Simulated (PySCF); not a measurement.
# AlNH4 (AlH2(NH2)): levels of theory compared

We compute a comparison of 6 runs (B2PLYP/STO-6G, M06-2X/STO-6G, SVWN5/STO-6G, UPBE0/STO-6G, QCISD(T)/STO-6G, FCI/STO-6G) of AlNH4 (AlH2(NH2)). Input form: a Python script.

The results are computed with PySCF 2.14.0.

2 further runs of the same task are left out: 2 set aside as unsound or not needed.

**1. The structure to begin with**

AlNH4: 6 atoms, total charge 0, spin state singlet. As SMILES, `[H][Al]([H])[NH2]`. The Al1–H2 distance was set to 2.774 Å, away from the relaxed value. At this shape a bond of the SMILES string is far longer than usual.

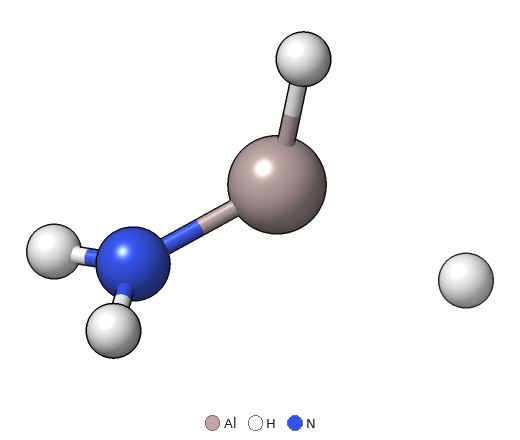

Viewed from a chosen angle; aluminium light grey, hydrogen white, nitrogen blue.

**2. A single-point energy at B2PLYP/STO-6G (run 1)**

input.py reads:

```python
from pyscf import gto, dft, mp

molecule = gto.M(
    atom='''
Al      -0.820750       0.674331      -0.024815
H        1.951140       0.754090       0.040220
H       -1.549510       2.033101      -0.049475
N       -1.709730      -0.862459      -0.035595
H       -2.035800      -1.373379      -0.848675
H       -1.995200      -1.402939       0.773815
''',
    verbose=4,
    basis='sto-6g',
    max_memory=1860,
)

myscf = dft.RKS(molecule, xc='0.53*HF + 0.47*B88, 0.73*LYP')
myscf.conv_tol = 1e-10
myscf.grids.level = 5
myscf.kernel()
if not myscf.converged:
    myscf = myscf.newton().run(myscf.mo_coeff, myscf.mo_occ)

pt = mp.MP2(myscf, frozen=6).run()
e_final = myscf.e_tot + 0.27 * pt.e_corr
print('PT2 part  %.8f' % (0.27 * pt.e_corr))
print('E = %.10f Eh' % e_final)
```

Launch:

```console
$ OMP_NUM_THREADS=1 python input.py
```

Log:

```text
PySCF version 2.14.0

[... 74 lines left out ...]
converged SCF energy = -297.966181996828
[... 1 line left out ...]
******** <class 'pyscf.mp.mp2.RMP2'> ********
nocc = 6, nmo = 12
frozen orbitals 6
E(RMP2) = -298.1263547507  E_corr = -0.160172753871665
E(SCS-RMP2) = -298.148190181126  E_corr = -0.182008184297203
E_corr(same-spin) = -0.0117682157870714
E_corr(oppo-spin) = -0.148404538084593
PT2 part  -0.04324664
E = -298.0094286404 Eh
```

It took 3.6 s on 1 thread of Arm Neoverse V1, shared host; peak memory 0.19 GiB.

**3. The energy at M06-2X/STO-6G (run 2)**

job.py reads:

```python
from pyscf import gto, dft

molecule = gto.M(
    atom='''
Al  -0.820750   0.674331  -0.024815
H    1.951140   0.754090   0.040220
H   -1.549510   2.033101  -0.049475
N   -1.709730  -0.862459  -0.035595
H   -2.035800  -1.373379  -0.848675
H   -1.995200  -1.402939   0.773815
''',
    basis='sto-6g',
    charge=0,
    verbose=3,
    max_memory=1860,
)

ks = dft.RKS(molecule)
ks.xc = 'm06-2x'
ks.conv_tol = 1e-10
ks.grids.level = 5
ks.kernel()
if not ks.converged:
    ks = ks.newton().run(ks.mo_coeff, ks.mo_occ)

etot = ks.e_tot
print('E = %.10f Eh' % etot)
```

Launch:

```console
$ OMP_NUM_THREADS=1 python job.py
```

Log:

```text
converged SCF energy = -298.171346686547
E = -298.1713466865 Eh
```

Wall time 4.8 s (1 thread of Arm Neoverse V1, shared host); peak memory 0.19 GiB.

Runs 3 to 5 aren't shown in full; the table further down has their settings and results.

**4. The energy at FCI/STO-6G (run 6)**

geometry.xyz reads:

```xyz
6

Al    -0.820750     0.674331    -0.024815
H      1.951140     0.754090     0.040220
H     -1.549510     2.033101    -0.049475
N     -1.709730    -0.862459    -0.035595
H     -2.035800    -1.373379    -0.848675
H     -1.995200    -1.402939     0.773815
```

job.py reads:

```python
from pyscf import gto, scf, mcscf
from pyscf import fci

molecule = gto.M(
    atom='geometry.xyz',
    max_memory=1860,
    spin=0,
    verbose=4,
    basis='sto-6g',
)

calc0 = scf.RHF(molecule)
calc0.conv_tol = 1e-10
calc0.kernel()
if not calc0.converged:
    calc0 = calc0.newton().run(calc0.mo_coeff, calc0.mo_occ)

cas = mcscf.CASCI(calc0, calc0.mo_coeff.shape[-1] - 6, (molecule.nelec[0] - 6, molecule.nelec[1] - 6))  # full CI above the frozen core
cas.fcisolver = fci.direct_spin0.FCI(molecule)  # even spin states alone
cas.kernel()
print('<S^2> = %.4f' % cas.fcisolver.spin_square(cas.ci, cas.ncas, cas.nelecas)[0])
e_tot = cas.e_tot
print('Final energy', e_tot)
```

Launch:

```console
$ OMP_NUM_THREADS=1 python job.py
```

Log:

```text
PySCF version 2.14.0

[... 58 lines left out ...]
converged SCF energy = -297.336631685324
[... 1 line left out ...]
******** <class 'pyscf.mcscf.casci.CASCI'> ********
CAS (6e+6e, 12o), ncore = 6, nvir = 0
natorb = False
canonicalization = True
sorting_mo_energy = False
******** <class 'pyscf.fci.direct_spin0.FCISolver'> ********
max. cycles = 100
conv_tol = 1e-10
davidson only = False
linear dependence = 1e-14
level shift = 0.001
max iter space = 12
nroots = 1
pspace_size = 400
spin = None
Density matrix diagonal elements [1.98773007 1.9743553  1.974722   1.97097207 1.98363646 1.57786545
 0.42928906 0.0103259  0.02643953 0.02191851 0.0232176  0.01952804]
CASCI converged
CASCI E = -297.509688622390  E(CI) = -28.7107740610599  S^2 = 0.0000000
<S^2> = 0.0000
Final energy -297.5096886223901
```

It took 14 s on 1 thread of Arm Neoverse V1, shared host; peak memory 0.3 GiB.

**5. The series**

```csv
run,level,frozen core orbitals,follow instability,energy (Eh),dipole moment (D) of the reference,HOMO energy (eV),LUMO energy (eV),wall time
1,B2PLYP/STO-6G,6,–,-298.009429,2.77,-2.67,3.26,3.6 s
2,M06-2X/STO-6G,–,–,-298.171347,2.64,-2.80,2.98,4.8 s
3,SVWN5/STO-6G,–,–,-296.657345,2.73,-0.65,1.74,3.6 s
4,UPBE0/STO-6G,–,yes,-298.073745,1.51,-1.36,2.96,24 s
5,QCISD(T)/STO-6G,6,–,-297.509196,3.09,-3.84,5.35,0.95 s
6,FCI/STO-6G,6,–,-297.509689,3.09,-3.84,5.35,14 s
```

**6. Summary of results**

```
                                          quantity          value
                               run 6: total energy  -297.50969 Eh
       run 6: dipole moment (Hartree–Fock density)         3.09 D
        run 6: HOMO energy (Hartree–Fock orbitals)       -3.84 eV
        run 6: LUMO energy (Hartree–Fock orbitals)        5.35 eV
      run 6: HOMO–LUMO gap (Hartree–Fock orbitals)        9.19 eV
run 6: correlation energy (6 core orbitals frozen)     -173.1 mEh
```

In words: Against full CI in this basis: QCISD(T) +0.5 mEh. Over runs 1, 2, 3, 4 the dipole moment (its size) runs from 1.51 D (UPBE0/STO-6G) to 2.77 D (B2PLYP/STO-6G). A double hybrid's value is that of its SCF part. Over runs 1, 2, 3, 4 the HOMO–LUMO gap runs from 2.39 eV (SVWN5/STO-6G) to 5.93 eV (B2PLYP/STO-6G). Totals of different functionals can't be ranked against each other. In run 5 the T1 diagnostic is large, so a single reference may not serve. In runs 1, 2, 3, 4, 5, 6 the basis is minimal, so the values are rough. Spin contamination of the reference: run 4 ⟨S²⟩ = 0.58. All runs together took 51 s, the longest 24 s.
